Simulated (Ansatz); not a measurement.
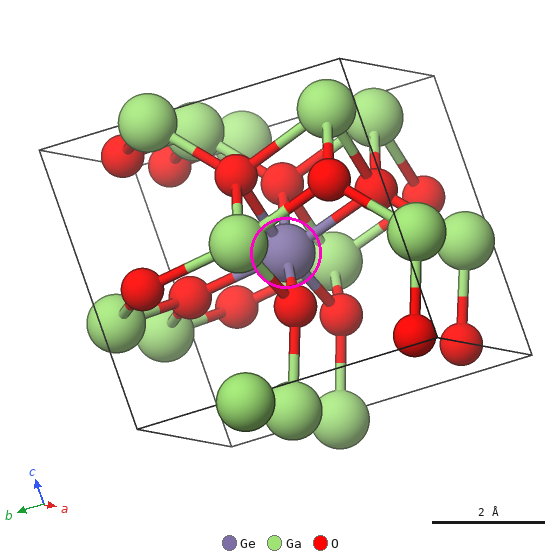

Ball-and-stick drawing of the structure, looking from a general direction. The parallelepiped is the supercell. The host is Ga₂O₃, in a cell of 20 sites, and the cell is neutral. A ring marks the defect's site.

**Where does the cell differ from the host, and how?**

Germanium on a gallium site (a substitutional impurity). It is bonded to six O in a distorted octahedral arrangement at about 1.9 to 2.1 Å.

Calculation details: Ansatz, DFT PBE, scalar-relativistic, plane waves, PAW; plane-wave cutoff 420 eV, k-grid 2×2×2, Gaussian smearing of 0.01 eV, collinear spins.

**Is a magnetic moment found?**

No net moment.

The atoms were relaxed in the host's cell with DFT PBE, scalar-relativistic, plane waves, PAW in Ansatz.
